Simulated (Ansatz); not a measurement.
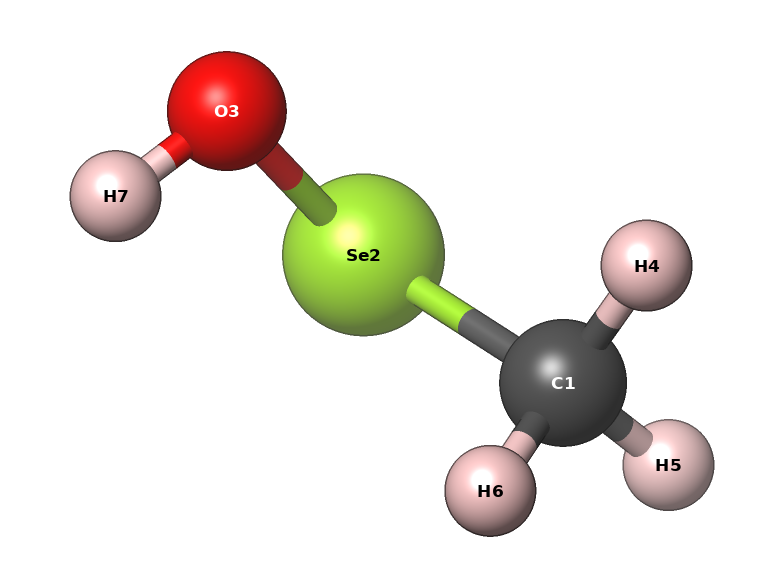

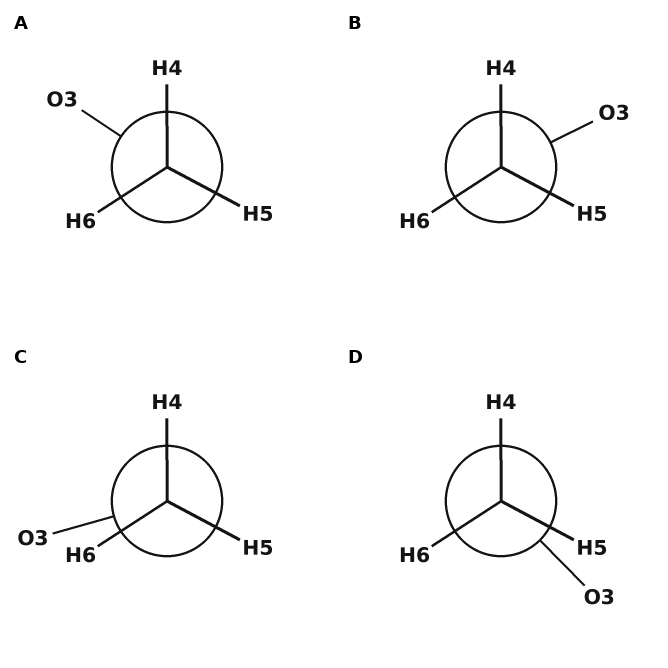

Depth is shown by fading: the farther an atom, the more it takes the colour of the background. Bonds that would overlap in a projection are set slightly apart. Computed geometry: PBE0-D4/def2-TZVP optimisation. No frequency run is at hand to confirm it as a minimum.

Q: Which Newman projection shows the view along C1–Se2, with C1 in front?

A: A. The torsion angle H4–C1–Se2–O3 is −56°, synclinal (gauche).
